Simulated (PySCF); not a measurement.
SMILES [SiH3]/C=C\S (C₂H₆SSi), singlet, CAM-B3LYP/def2-SVP optimised geometry. Atoms within 1.6 Å of the plane z = 0.8 Å (x, y, z in Å): Si1 (1.61, -0.68, 0.00), C2 (-0.25, -0.68, 0.00), C3 (-1.07, 0.38, 0.00), S4 (-0.68, 2.09, 0.00), H6 (2.10, -2.09, 0.00), H7 (2.16, 0.02, 1.20), H8 (-0.76, -1.66, 0.00), H9 (-2.16, 0.24, 0.00), H10 (0.66, 1.99, 0.00).

Method: CAM-B3LYP/def2-TZVP run with PySCF.

Map of the electrostatic potential (hartree/e), clipped to [-0.08, 0.12] on the plane z = 0.8 Å:

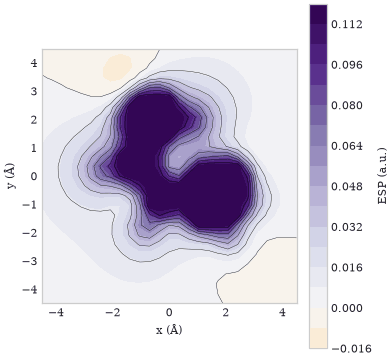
*Electrostatic potential (hartree/e), clipped to [-0.08, 0.12] on the plane z = 0.8 Å.*
